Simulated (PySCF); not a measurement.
**Cr(SH)2 (CrH$_{2}$S$_{2}$, quintet): what the electrons do**

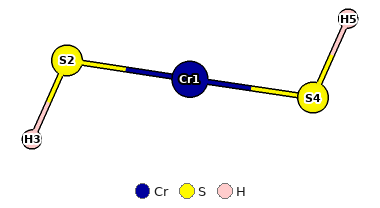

The molecule, with its atoms numbered as below. No frequency check shows the geometry to be a minimum.

Cartesian coordinates (Å):

```
Cr1      0.0000    0.0024    0.0000
S2       2.2178   -0.0874    0.0000
H3       2.4850    1.2212    0.0000
S4      -2.2178    0.0839    0.0000
H5      -2.4851   -1.2247    0.0000
```

Part 1: Bonding charge

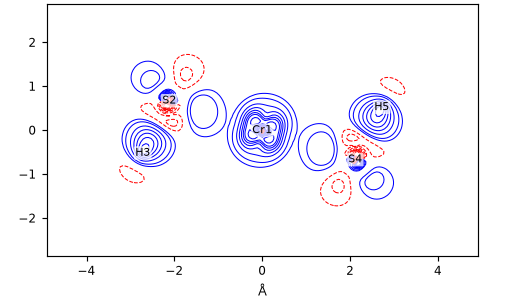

Deformation density (molecule less spherical, spin-averaged free atoms) in the molecular plane; contours at ±0.05 to ±0.8 e/Å³; solid blue lines: gain, dashed red lines: loss.

Method: B3LYP/def2-SVP; geometry: GFN2-xTB; program: PySCF. This is a single-reference result, which may miss multireference character in this system. The stability of the open-shell solution wasn't checked. GFN2-xTB doesn't know the spin state, so this open-shell geometry is rough.

Question: Describe the bonding that the map shows.

Answer: S4–H5 and S2–H3: +0.12 e/Å³ at the bond critical point (bond length 1.34 Å, Mayer order 0.9); up to 0.6 Å beside the axis the gain reaches +0.41 e/Å³. Cr1–S4 and Cr1–S2: +0.09 e/Å³ at the bond critical point (bond length 2.22 Å, Mayer order 1.2). In all, 1.3 electrons gather in the regions of gain relative to the promolecule. A small or negative value marks a very polar bond, one between electron-rich atoms, whose free-atom densities already overlap strongly, a long bond to a heavier atom, or a closed-shell contact such as a hydrogen bond.

Question: Where do the Hirshfeld charges lie?

Answer: The highest Hirshfeld charge is on Cr1 (+0.27 e), the lowest on S2 and S4 (−0.18 e).

| atom | charge (e) |
| --- | --- |
| Cr1 | +0.27 |
| S2 | −0.18 |
| H3 | +0.04 |
| S4 | −0.18 |
| H5 | +0.04 |

Part 2: Electrostatic potential

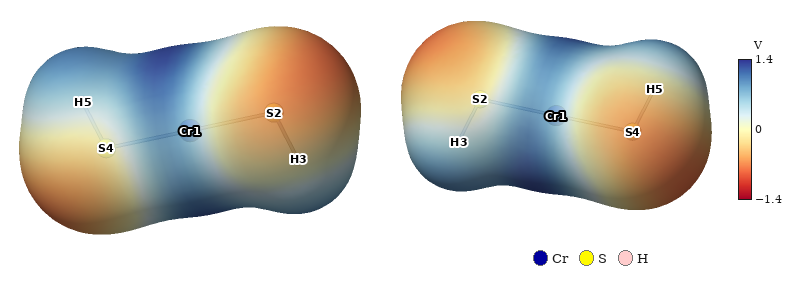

Electrostatic potential on the surface of electron density 0.001 a.u. (back view left, front view right).

Question: Where are the extremes of the potential on the surface?

Answer: Highest: 1.31 V, 2.1 Å from Cr1, and at like points elsewhere. Further maxima include 1.02 V, 1.4 Å from H3, and at like points elsewhere. Lowest: −0.82 V, 2.2 Å from S2, and at like points elsewhere. The surface is sampled at points, so like sites can differ by a few per cent and only the strongest of them is named.

Part 3: Spin density

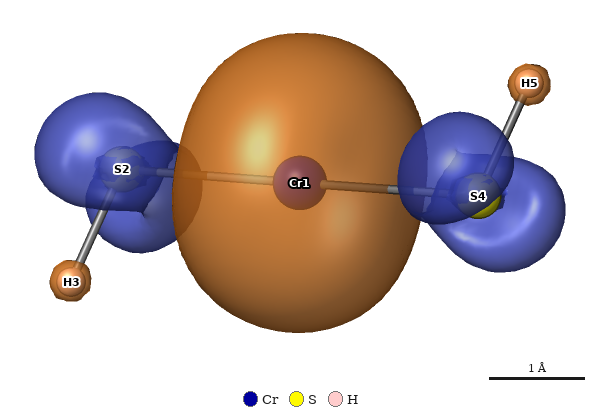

Spin density ρα − ρβ at ±0.03 e/Å³ (orange: excess α, blue: excess β).

Question: How is the spin shared among the atoms?

Answer: Hirshfeld spin populations: Cr1 +4.15. Spin polarisation leaves negative spin on S2 and S4 (−0.09). ⟨S²⟩ = 6.14, against 6.00 for a pure state. The picture also shows regions of β spin from spin polarisation; the Hirshfeld sums, whose atoms overlap, net them against the α spin of neighbours.

Part 4: In an electric field

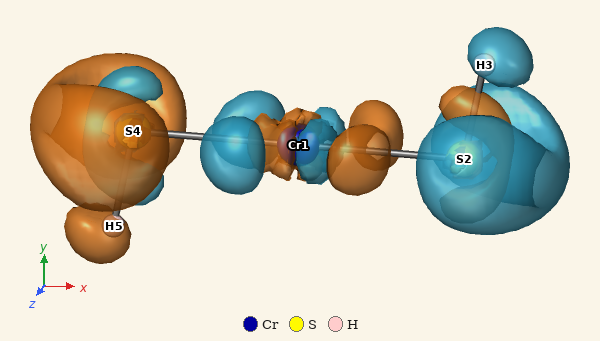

Change of the electron density in a uniform field of 0.21 V/Å, surfaces at ±0.003 e/Å³ (light blue: gain, orange: loss).

Level of theory: CAM-B3LYP/def2-SVPD (PySCF), at a geometry from GFN2-xTB. This is a single-reference result, which may miss multireference character in this system. The stability of the open-shell solution wasn't checked. GFN2-xTB doesn't know the spin state, so this open-shell geometry is rough.

The field was applied in both directions; the picture shows the one opposite to the script's first.

Question: Along which Cartesian direction does the field point?

Answer: Along −x: electrons gather on the +x side, against the field.

Question: How large is the response?

Answer: The induced dipole is 1.47 D (along the field); α along this axis, from the fields in both directions, is 144 bohr³ (21.4 Å³).

The PySCF runs shown took 36 s and 58 s on 1 thread of Intel(R) Xeon(R) Processor @ 2.70GHz (shared host).
